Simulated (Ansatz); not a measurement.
**Nudged elastic band of BSiH6F**

The run: nudged elastic band of BSiH6F. Method and program: RKS PBE0-D4/def2-SVP (Ansatz 0.2.0).

It belongs to a series of runs on one base structure; here: band between the two ends.

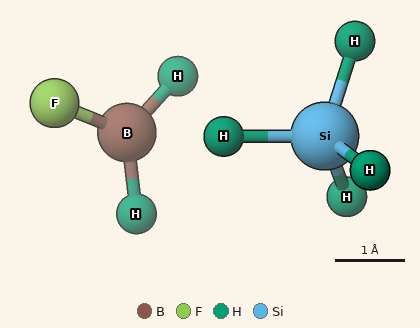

**Figure 1.** The input geometry (ball-and-stick view, seen at a tilt). Bond lengths as drawn: B–F 1.32 Å, B–H 1.21 Å and H–Si 1.49 to 1.50 Å.

### Input file
```yaml
crystal:
  periodic: [false, false, false]
  atoms:
    - { symbol: B, position_ang: [-0.029562, 0.533618, -0.057131] }
    - { symbol: F, position_ang: [0.180601, 1.477302, 0.838909] }
    - { symbol: H, position_ang: [0.936545, -0.004162, -0.549502] }
    - { symbol: H, position_ang: [-1.172142, 0.29111, -0.368851] }
    - { symbol: Si, position_ang: [0.116031, -2.665177, 1.114658] }
    - { symbol: H, position_ang: [-0.590618, -2.839344, -0.187031] }
    - { symbol: H, position_ang: [1.580201, -2.881939, 0.933714] }
    - { symbol: H, position_ang: [-0.423279, -3.624675, 2.121862] }
    - { symbol: H, position_ang: [-0.113479, -1.271131, 1.610774] }
basis:
  gaussian: { orbitals: def2-SVP }
hamiltonian:
  xc: pbe0
  dispersion: d4
neb:
  order_check: false
  images: 7
  f_tol: 0.05
  max_iterations: 60
  final_atoms:
    - { symbol: B, position_ang: [0.10074831, -0.33416499, -0.08518573] }
    - { symbol: F, position_ang: [-0.22194748, 0.28327683, 1.605051] }
    - { symbol: H, position_ang: [1.14168857, 0.22865933, -0.32724377] }
    - { symbol: H, position_ang: [-0.89925961, 0.04609857, -0.64827679] }
    - { symbol: Si, position_ang: [0.1694769, -2.28036325, 0.483566] }
    - { symbol: H, position_ang: [-0.87397873, -3.21181444, -0.04822384] }
    - { symbol: H, position_ang: [1.49034083, -2.98333587, 0.46258782] }
    - { symbol: H, position_ang: [-0.16486708, -2.16324596, 1.98408772] }
    - { symbol: H, position_ang: [-0.25790372, -0.56950822, 2.03103959] }
  initial_path:
    images:
      - { positions_ang: [[-0.029562, 0.533618, -0.057131], [0.180601, 1.477302, 0.838909], [0.936545, -0.004162, -0.549502], [-1.172142, 0.29111, -0.368851], [0.116031, -2.665177, 1.114658], [-0.590618, -2.839344, -0.187031], [1.580201, -2.881939, 0.933714], [-0.423279, -3.624675, 2.121862], [-0.113479, -1.271131, 1.610774]] }
      - { positions_ang: [[-0.02563857, 0.40048791, -0.04194574], [0.13464388, 1.10715969, 1.04757435], [0.95560499, -0.00034161, -0.56160641], [-1.14113248, 0.216879, -0.42284628], [0.11255764, -2.53213405, 1.01269591], [-0.61457976, -2.87509193, -0.18554989], [1.55851665, -2.8053487, 0.87363234], [-0.42370566, -3.27551913, 2.10763453], [-0.07196868, -1.22048918, 1.62781318]] }
      - { positions_ang: [[-0.02171514, 0.26735781, -0.02676049], [0.08868677, 0.73701737, 1.25623971], [0.97466498, 0.00347878, -0.57371081], [-1.11012296, 0.142648, -0.47684155], [0.10908427, -2.39909109, 0.91073382], [-0.63854153, -2.91083986, -0.18406877], [1.5368323, -2.72875841, 0.81355069], [-0.42413232, -2.92636325, 2.09340706], [-0.03045837, -1.16984735, 1.64485235]] }
      - { positions_ang: [[-0.01779172, 0.13422772, -0.01157523], [0.04272965, 0.36687506, 1.46490506], [0.99372497, 0.00729917, -0.58581522], [-1.07911344, 0.06841699, -0.53083683], [0.10561091, -2.26604814, 0.80877172], [-0.66250329, -2.94658779, -0.18258766], [1.51514794, -2.65216811, 0.75346903], [-0.42455898, -2.57720738, 2.07917959], [0.01105195, -1.11920553, 1.66189153]] }
      - { positions_ang: [[-0.01386829, 0.00109763, 0.00361002], [-0.00322746, -0.00326726, 1.67357042], [1.01278496, 0.01111957, -0.59791963], [-1.04810392, -0.00581401, -0.5848321], [0.10213755, -2.13300519, 0.70680963], [-0.68646505, -2.98233572, -0.18110654], [1.49346359, -2.57557781, 0.69338737], [-0.42498563, -2.2280515, 2.06495212], [0.05256227, -1.0685637, 1.6789307]] }
      - { positions_ang: [[0.01478586, -0.08271803, -0.01858891], [-0.05790747, 0.06836876, 1.65644056], [1.04501086, 0.06550451, -0.53025066], [-1.01089284, 0.00716413, -0.60069327], [0.11897238, -2.1698447, 0.65099872], [-0.73334347, -3.0397054, -0.14788587], [1.4926829, -2.67751733, 0.63568749], [-0.35995599, -2.21185012, 2.04473602], [-0.02505423, -0.94379983, 1.76695792]] }
      - { positions_ang: [[0.04344001, -0.16653368, -0.04078785], [-0.11258747, 0.14000479, 1.63931071], [1.07723677, 0.11988945, -0.4625817], [-0.97368176, 0.02014228, -0.61655445], [0.13580722, -2.20668422, 0.59518782], [-0.78022189, -3.09707508, -0.11466519], [1.49190221, -2.77945684, 0.5779876], [-0.29492636, -2.19564873, 2.02451992], [-0.10267073, -0.81903596, 1.85498515]] }
      - { positions_ang: [[0.07209416, -0.25034934, -0.06298679], [-0.16726748, 0.21164081, 1.62218086], [1.10946267, 0.17427439, -0.39491273], [-0.93647069, 0.03312042, -0.63241562], [0.15264206, -2.24352373, 0.53937691], [-0.82710031, -3.15444476, -0.08144452], [1.49112152, -2.88139636, 0.52028771], [-0.22989672, -2.17944735, 2.00430382], [-0.18028722, -0.69427209, 1.94301237]] }
      - { positions_ang: [[0.10074831, -0.33416499, -0.08518573], [-0.22194748, 0.28327683, 1.605051], [1.14168857, 0.22865933, -0.32724377], [-0.89925961, 0.04609857, -0.64827679], [0.1694769, -2.28036325, 0.483566], [-0.87397873, -3.21181444, -0.04822384], [1.49034083, -2.98333587, 0.46258782], [-0.16486708, -2.16324596, 1.98408772], [-0.25790372, -0.56950822, 2.03103959]] }
```

Launched with:
```bash
ansatz run input.yaml --threads 1 --pin off --max-ram 2048MiB --backend cpu --events-out ev --progress --plain --runs-dir out
```

### Output
```
Engine: ansatz 0.2.0, x86_64-unknown-linux-gnu
Functional definition: PBE0
  parameter a = 0.25
  parameter kappa = 0.804
  parameter beta = 0.06672455060314922
  exchange = (1 - a)*pbe_x(kappa = kappa, mu = beta*pi^2/3) + a*exact_x
  correlation = pbe_c(beta = beta)
809 factors; integrals over basis functions are off by at most 3.1e-4 eV
mean field evaluation 1: about -11355.6512 eV, gradient 2.1e1 eV
mean field evaluation 2: about -11355.3585 eV, gradient 2.7e1 eV
mean field evaluation 4: about -11356.4465 eV, gradient 5.2e-1 eV
mean field evaluation 8: about -11356.4734 eV, gradient 1.4e-2 eV
mean field -11356.47340841 eV, -417.3427000648 hartree, gradient 6.4e-6 eV, S^2 0.000000; 0 other end points of the search recorded, 0 dependent functions left out
the calculation of the forces begins
reference -11356.47343495 eV, -417.3427010402 hartree; 17, 17 occupied and 59, 59 virtual orbitals, 809 factors
811 factors; integrals over basis functions are off by at most 1.1e-3 eV
mean field evaluation 16: about -11354.1164 eV, gradient 2.0e1 eV
mean field -11354.97192529 eV, -417.2875215781 hartree, gradient 1.5e-5 eV, S^2 0.000000; 0 other end points of the search recorded, 0 dependent functions left out
[... from here on the field's lines of each further geometry are left out, up to the last ...]
NEB iter   1: max|band force component| = 5.945e0 eV/Å  barrier→ = 4.6658 eV  barrier← = 3.1819 eV  Δτ_max = 0.2000 Å  (208 SCF iters)
NEB iter   2: max|band force component| = 2.959e0 eV/Å  barrier→ = 2.8898 eV  barrier← = 1.4059 eV  Δτ_max = 0.2000 Å  (200 SCF iters)
NEB iter   3: max|band force component| = 1.606e0 eV/Å  barrier→ = 2.3803 eV  barrier← = 0.8965 eV  Δτ_max = 0.2000 Å  (189 SCF iters)
NEB iter   4: max|band force component| = 3.575e0 eV/Å  barrier→ = 2.4139 eV  barrier← = 0.9300 eV  Δτ_max = 0.1009 Å  (200 SCF iters)
NEB iter   5: max|band force component| = 3.374e0 eV/Å  barrier→ = 2.1192 eV  barrier← = 0.6353 eV  Δτ_max = 0.0499 Å  (188 SCF iters)
NEB iter   6: max|band force component| = 1.634e0 eV/Å  barrier→ = 2.0238 eV  barrier← = 0.5400 eV  Δτ_max = 0.0991 Å  (190 SCF iters)
NEB iter   7: max|band force component| = 7.926e-1 eV/Å  barrier→ = 1.9599 eV  barrier← = 0.4760 eV  Δτ_max = 0.1519 Å  (189 SCF iters)
NEB iter   8: max|band force component| = 5.494e-1 eV/Å  barrier→ = 1.9112 eV  barrier← = 0.4273 eV  Δτ_max = 0.0674 Å  (182 SCF iters)
NEB iter   9: max|band force component| = 5.009e-1 eV/Å  barrier→ = 1.8582 eV  barrier← = 0.3744 eV  CI = image 5  Δτ_max = 0.2000 Å  (187 SCF iters)
NEB iter  10: max|band force component| = 1.839e0 eV/Å  barrier→ = 2.0170 eV  barrier← = 0.5331 eV  CI = image 5  Δτ_max = 0.1003 Å  (194 SCF iters)
NEB iter  11: max|band force component| = 1.022e0 eV/Å  barrier→ = 2.0015 eV  barrier← = 0.5177 eV  CI = image 5  Δτ_max = 0.1002 Å  (184 SCF iters)
NEB iter  12: max|band force component| = 2.994e-1 eV/Å  barrier→ = 2.0040 eV  barrier← = 0.5202 eV  CI = image 5  Δτ_max = 0.2000 Å  (182 SCF iters)
NEB iter  13: max|band force component| = 4.463e-1 eV/Å  barrier→ = 1.9963 eV  barrier← = 0.5125 eV  CI = image 5  Δτ_max = 0.0992 Å  (185 SCF iters)
NEB iter  14: max|band force component| = 1.117e-1 eV/Å  barrier→ = 1.9924 eV  barrier← = 0.5085 eV  CI = image 5  Δτ_max = 0.0752 Å  (190 SCF iters)
NEB iter  15: max|band force component| = 1.306e-1 eV/Å  barrier→ = 1.9834 eV  barrier← = 0.4996 eV  CI = image 5  Δτ_max = 0.0377 Å  (187 SCF iters)
NEB iter  16: max|band force component| = 7.463e-2 eV/Å  barrier→ = 1.9790 eV  barrier← = 0.4951 eV  CI = image 5  Δτ_max = 0.0376 Å  (190 SCF iters)
NEB iter  17: max|band force component| = 5.754e-2 eV/Å  barrier→ = 1.9747 eV  barrier← = 0.4908 eV  CI = image 5  Δτ_max = 0.0377 Å  (183 SCF iters)
NEB iter  18: max|band force component| = 4.625e-1 eV/Å  barrier→ = 1.9708 eV  barrier← = 0.4870 eV  CI = image 5  Δτ_max = 0.0189 Å  (187 SCF iters)
NEB iter  19: max|band force component| = 2.275e-1 eV/Å  barrier→ = 1.9691 eV  barrier← = 0.4852 eV  CI = image 5  Δτ_max = 0.0189 Å  (188 SCF iters)
NEB iter  20: max|band force component| = 2.194e-1 eV/Å  barrier→ = 1.9674 eV  barrier← = 0.4835 eV  CI = image 5  Δτ_max = 0.0094 Å  (187 SCF iters)
NEB iter  21: max|band force component| = 8.037e-2 eV/Å  barrier→ = 1.9666 eV  barrier← = 0.4827 eV  CI = image 5  Δτ_max = 0.0188 Å  (147 SCF iters)
NEB iter  22: max|band force component| = 3.032e-2 eV/Å  barrier→ = 1.9651 eV  barrier← = 0.4813 eV  CI = image 5  Δτ_max = 0.0376 Å  (188 SCF iters)
NEB iter  23: max|band force component| = 2.186e-1 eV/Å  barrier→ = 1.9628 eV  barrier← = 0.4790 eV  CI = image 5  Δτ_max = 0.0754 Å  (28 SCF iters)
NEB iter  24: max|band force component| = 8.766e-2 eV/Å  barrier→ = 1.9613 eV  barrier← = 0.4774 eV  CI = image 5  Δτ_max = 0.1502 Å  (186 SCF iters)
NEB iter  25: max|band force component| = 1.685e-1 eV/Å  barrier→ = 1.9611 eV  barrier← = 0.4772 eV  CI = image 5  Δτ_max = 0.0751 Å  (189 SCF iters)
NEB iter  26: max|band force component| = 1.904e-1 eV/Å  barrier→ = 1.9610 eV  barrier← = 0.4772 eV  CI = image 5  Δτ_max = 0.0375 Å  (171 SCF iters)
NEB iter  27: max|band force component| = 2.477e-1 eV/Å  barrier→ = 1.9610 eV  barrier← = 0.4772 eV  CI = image 5  Δτ_max = 0.0188 Å  (167 SCF iters)
the calculation of the forces begins
reference -11354.94924231 eV, -417.2866879937 hartree; 17, 17 occupied and 59, 59 virtual orbitals, 811 factors
809 factors; integrals over basis functions are off by at most 1.5e-3 eV
mean field -11354.49737432 eV, -417.2700821516 hartree, gradient 8.0e-6 eV, S^2 0.000000; 1 other end points of the search recorded, 0 dependent functions left out
the calculation of the forces begins
reference -11354.49739851 eV, -417.2700830404 hartree; 17, 17 occupied and 59, 59 virtual orbitals, 809 factors
NEB iter  28: max|band force component| = 4.167e-2 eV/Å  barrier→ = 1.9610 eV  barrier← = 0.4772 eV  CI = image 5  Δτ_max = 0.0000 Å  (326 SCF iters)
```

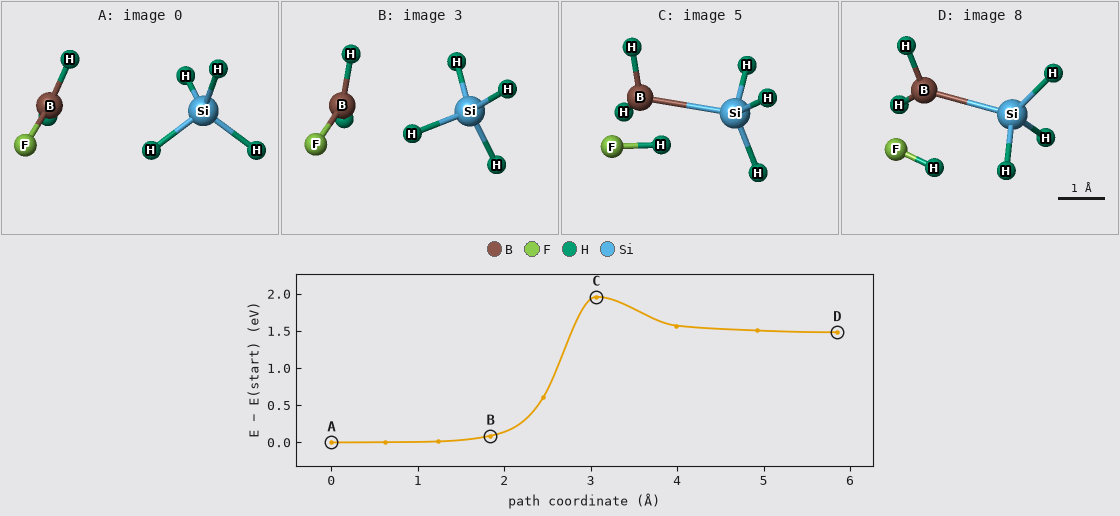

**Figure 2.** Images of the last band (counted from 0; ball-and-stick, seen at a tilt) above the energy along the path; the line is a cubic interpolation that uses the forces. The highest image is number 5, 1.961 eV above the start and 0.477 eV above the end (the climbing image); the end lies 1.484 eV above the start. The path is 5.85 Å long. The band converged in 28 iterations.

```
Total energy: -11354.60181882 eV, -417.2739204160 hartree
Atom 0 at    -0.113327    -0.272568     0.131716 Å, force     0.000470     0.000720    -0.000116 eV/Å
Atom 1 at     0.303024     0.619312     1.457609 Å, force    -0.000172    -0.000479    -0.000402 eV/Å
Atom 2 at     0.715310    -0.089271    -0.723161 Å, force    -0.000118     0.000074    -0.000091 eV/Å
Atom 3 at    -1.289978    -0.117616    -0.074488 Å, force    -0.000044    -0.000209     0.000045 eV/Å
Atom 4 at     0.125353    -2.279397     0.780955 Å, force    -0.000038    -0.000405     0.000045 eV/Å
Atom 5 at    -0.297033    -2.814817    -0.549530 Å, force    -0.000079     0.000016    -0.000026 eV/Å
Atom 6 at     1.508497    -2.757964     1.086262 Å, force    -0.000007     0.000108    -0.000026 eV/Å
Atom 7 at    -0.804490    -2.791130     1.833960 Å, force    -0.000052     0.000021     0.000056 eV/Å
Atom 8 at     0.336943    -0.480948     1.514080 Å, force     0.000040     0.000155     0.000515 eV/Å
Dipole moment:     0.041834    -0.163914     0.122116 e Å
this run last wrote the band of iteration 28 to [file]; this run last wrote the band within `neb.f_tol` of iteration 22 to [file]
```

### The last band as extended XYZ (Å, eV, eV/Å)
```
9
Properties=species:S:1:pos:R:3:forces:R:3 image=0 energy=-11356.56282
B    -0.0296    0.5336   -0.0571    0.0023  -0.0045   0.0052
F     0.1806    1.4773    0.8389    0.0021   0.0001  -0.0012
H     0.9365   -0.0042   -0.5495    0.0037  -0.0024  -0.0036
H    -1.1721    0.2911   -0.3689   -0.0085   0.0054  -0.0008
Si    0.1160   -2.6652    1.1147    0.0029   0.0046   0.0067
H    -0.5906   -2.8393   -0.1870    0.0013  -0.0011  -0.0012
H     1.5802   -2.8819    0.9337    0.0002   0.0011  -0.0004
H    -0.4233   -3.6247    2.1219   -0.0004  -0.0022  -0.0026
H    -0.1135   -1.2711    1.6108   -0.0035  -0.0011  -0.0020
9
Properties=species:S:1:pos:R:3:forces:R:3 image=1 energy=-11356.56011
B    -0.1051    0.5643   -0.0633    0.0413   0.0108   0.0269
F     0.2928    1.4470    0.8326   -0.0143  -0.0133  -0.0265
H     0.7404    0.0492   -0.7617   -0.0261   0.0028   0.0190
H    -1.2921    0.3572   -0.1650   -0.0007  -0.0004  -0.0108
Si    0.1714   -2.6900    1.1188   -0.0047   0.0212   0.0082
H    -0.3423   -2.8342   -0.2740    0.0031  -0.0090   0.0017
H     1.6203   -3.0396    1.1717   -0.0009   0.0000  -0.0107
H    -0.6011   -3.5705    2.0427    0.0004   0.0010  -0.0021
H     0.0000   -1.2678    1.5556    0.0019  -0.0129  -0.0057
9
Properties=species:S:1:pos:R:3:forces:R:3 image=2 energy=-11356.55012
B    -0.1523    0.4411    0.0338   -0.0260  -0.0170  -0.0336
F     0.1904    1.3781    0.8997    0.0099   0.0222   0.0058
H     0.6931    0.0344   -0.7318    0.0016   0.0330  -0.0033
H    -1.3161    0.1104   -0.0155    0.0076   0.0228  -0.0077
Si    0.2140   -2.6065    1.0471   -0.0089   0.0132   0.0313
H    -0.2820   -2.7488   -0.3508    0.0032  -0.0091   0.0037
H     1.5916   -3.1622    1.1731   -0.0016  -0.0131  -0.0040
H    -0.7143   -3.2803    1.9997    0.0056  -0.0242  -0.0024
H     0.2600   -1.1506    1.4021    0.0087  -0.0278   0.0101
9
Properties=species:S:1:pos:R:3:forces:R:3 image=3 energy=-11356.47295
B    -0.1282    0.2158    0.1575   -0.0254   0.0884  -0.0381
F     0.1827    1.1556    1.0538   -0.0223   0.1557  -0.0626
H     0.6926   -0.0610   -0.6922    0.0084   0.0381   0.0075
H    -1.2930   -0.1071    0.0478   -0.0029   0.0356   0.0087
Si    0.1974   -2.4720    0.9593    0.0200  -0.0662   0.0233
H    -0.3092   -2.6685   -0.4251    0.0084   0.0295   0.0230
H     1.5711   -3.0216    1.1129    0.0092  -0.1034   0.0223
H    -0.7539   -3.0154    1.9653    0.0048  -0.0922   0.0218
H     0.3247   -1.0102    1.2780   -0.0003  -0.0855  -0.0060
9
Properties=species:S:1:pos:R:3:forces:R:3 image=4 energy=-11355.95515
B    -0.0886   -0.0282    0.2410    0.1263   0.9073   0.3885
F     0.2583    0.8684    1.2532   -0.2350   0.8594  -0.6406
H     0.6885   -0.1417   -0.6951    0.0327  -0.1387   0.2079
H    -1.2786   -0.1638   -0.0010    0.1069  -0.1378   0.1803
Si    0.1542   -2.3272    0.8551    0.0843  -0.1806   0.2393
H    -0.3194   -2.7266   -0.5019    0.0235   0.3579   0.0783
H     1.5449   -2.7948    1.0729    0.0843  -0.1526   0.0314
H    -0.7830   -2.8217    1.8931   -0.0415  -0.1537   0.0750
H     0.3079   -0.8488    1.3401   -0.1816  -1.3612  -0.5600
9
Properties=species:S:1:pos:R:3:forces:R:3 image=5 energy=-11354.60180
B    -0.1133   -0.2726    0.1317    0.0005   0.0007  -0.0001
F     0.3030    0.6193    1.4576   -0.0002  -0.0005  -0.0004
H     0.7153   -0.0893   -0.7232   -0.0001   0.0001  -0.0001
H    -1.2900   -0.1176   -0.0745    0.0000  -0.0002   0.0000
Si    0.1254   -2.2794    0.7810    0.0000  -0.0004   0.0000
H    -0.2970   -2.8148   -0.5495   -0.0001   0.0000   0.0000
H     1.5085   -2.7580    1.0863    0.0000   0.0001   0.0000
H    -0.8045   -2.7911    1.8340   -0.0001   0.0000   0.0001
H     0.3369   -0.4809    1.5141    0.0000   0.0002   0.0005
9
Properties=species:S:1:pos:R:3:forces:R:3 image=6 energy=-11354.99001
B    -0.0758   -0.4095   -0.0351   -0.0015  -0.0372  -0.0468
F     0.3608    0.4999    1.5420    0.0157  -0.0268   0.0165
H     0.7939    0.0297   -0.7470    0.0009   0.0271  -0.0160
H    -1.2003    0.0119   -0.1799    0.0101   0.0238  -0.0141
Si    0.0887   -2.3340    0.5664   -0.0053  -0.0114  -0.0462
H    -0.3248   -3.1920   -0.5862   -0.0130  -0.0947   0.0003
H     1.4629   -2.7519    1.0036    0.0010   0.0086  -0.0297
H    -0.8136   -2.6679    1.7283    0.0165   0.0296  -0.0110
H     0.1926   -0.1706    2.1653   -0.0243   0.0811   0.1470
9
Properties=species:S:1:pos:R:3:forces:R:3 image=7 energy=-11355.05537
B     0.0467   -0.3765   -0.1093    0.0062   0.0023  -0.0059
F     0.1822    0.3206    1.6585   -0.0142  -0.0158   0.0069
H     0.9983    0.1774   -0.6013    0.0092   0.0095   0.0079
H    -1.0571    0.0427   -0.3743    0.0056   0.0004  -0.0093
Si    0.1399   -2.3042    0.4884    0.0035   0.0042  -0.0043
H    -0.6208   -3.2771   -0.3552   -0.0180  -0.0065   0.0163
H     1.5027   -2.8643    0.7532    0.0041  -0.0057  -0.0154
H    -0.5446   -2.2999    1.8512    0.0209   0.0197   0.0093
H    -0.1631   -0.4031    2.1463   -0.0174  -0.0081  -0.0055
9
Properties=species:S:1:pos:R:3:forces:R:3 image=8 energy=-11355.07896
B     0.1007   -0.3342   -0.0852   -0.0135   0.0126  -0.0155
F    -0.2219    0.2833    1.6051    0.0009  -0.0297   0.0114
H     1.1417    0.2287   -0.3272   -0.0080  -0.0038   0.0017
H    -0.8993    0.0461   -0.6483    0.0215  -0.0063   0.0106
Si    0.1695   -2.2804    0.4836   -0.0007  -0.0218   0.0032
H    -0.8740   -3.2118   -0.0482    0.0120   0.0114   0.0051
H     1.4903   -2.9833    0.4626   -0.0129   0.0075  -0.0013
H    -0.1649   -2.1632    1.9841    0.0036   0.0036  -0.0076
H    -0.2579   -0.5695    2.0310   -0.0029   0.0265  -0.0077
```

### Summary

```csv
quantity,value
outcome,converged
"barrier, forward",1.961 eV
"barrier, backward",0.477 eV
hardware,"1 thread of Intel Xeon (Sapphire Rapids), 64 GiB of memory available, shared host"
wall time,5.6 min
peak memory,0.18 GiB
```

### Notes

The order of the saddle point was not checked.
